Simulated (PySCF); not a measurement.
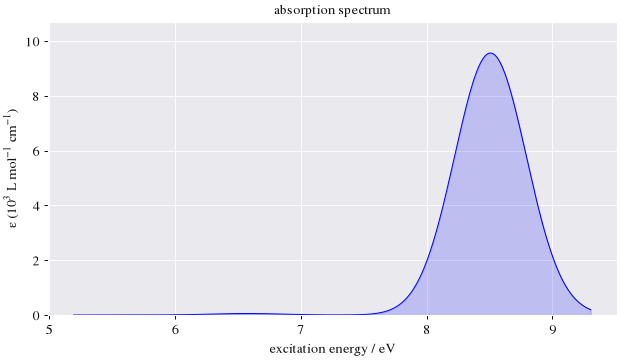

Vertical TDDFT excitations, B3LYP/def2-SVPD (IEF-PCM benzene) in PySCF 2.14.0, at a PBE0-D3(BJ)/def2-SVP geometry (no frequency check). Only the first 6 singlet excitations are included; each is broadened by a Gaussian of 1/e half-width 0.40 eV. States within 0.01 eV of each other are merged, with their strengths summed. The highest state may be half of a pair whose partner wasn't computed.

**Which molecule gives this spectrum?**
A. C₅H₇O₂P, SMILES COc1cpc(C)o1
B. C₅H₉NSi, SMILES C=N[SiH]1CC=CC1
C. C₄HF₅, SMILES C#CC(F)(F)C(F)(F)F

C. Its lowest singlet lies at 6.39 eV (f = 0.000) and the brightest of those computed is S4 at 8.48 eV (146 nm), f = 0.154, mainly HOMO → LUMO+2 (79 %).

Note: core orbitals are frozen in the response.
